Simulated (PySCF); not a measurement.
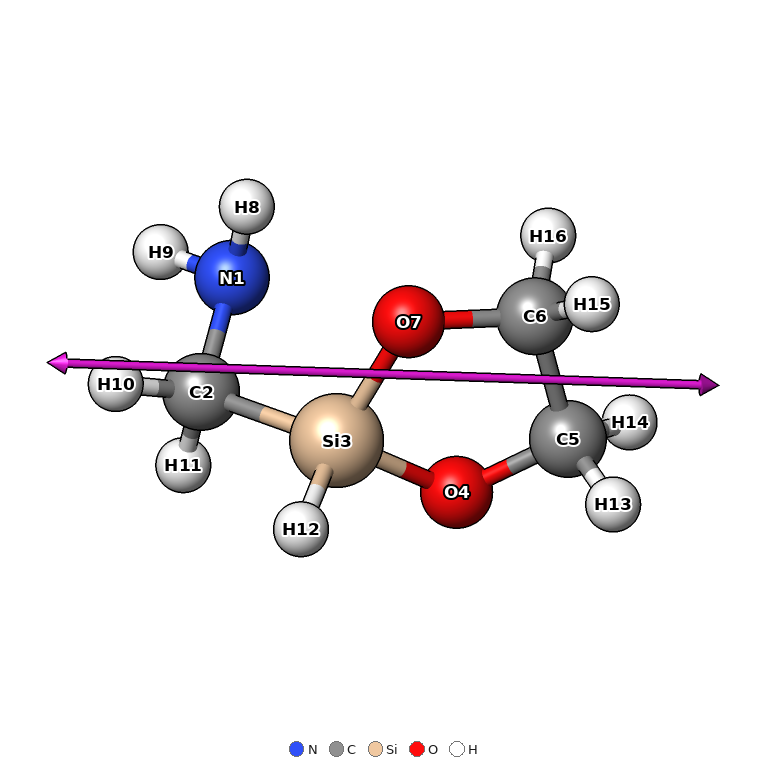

The double arrow shows the direction of the transition dipole to excited singlet state 3 (its length means nothing). The computed structure is the end point of a GFN2-xTB optimisation. No frequency run is at hand to confirm it as a minimum. Level of theory: TDDFT CAM-B3LYP/def2-SVPD, vertical, gas phase, core orbitals frozen in the response (PySCF 2.14.0).

Question: How is the transition polarised?

Answer: Nearly parallel to the C6–O7 bond.

Question: Give its energy, strength and character.

Answer: 7.37 eV (168 nm), oscillator strength 0.054, of mixed character, with the largest part HOMO → LUMO+3 (weight 0.29); transition dipole 1.39 D.

The geometry is semi-empirical. Around Si such bond lengths and angles can be off by a tenth of an ångström or more and by several degrees, and values that hang on the shape move with them.
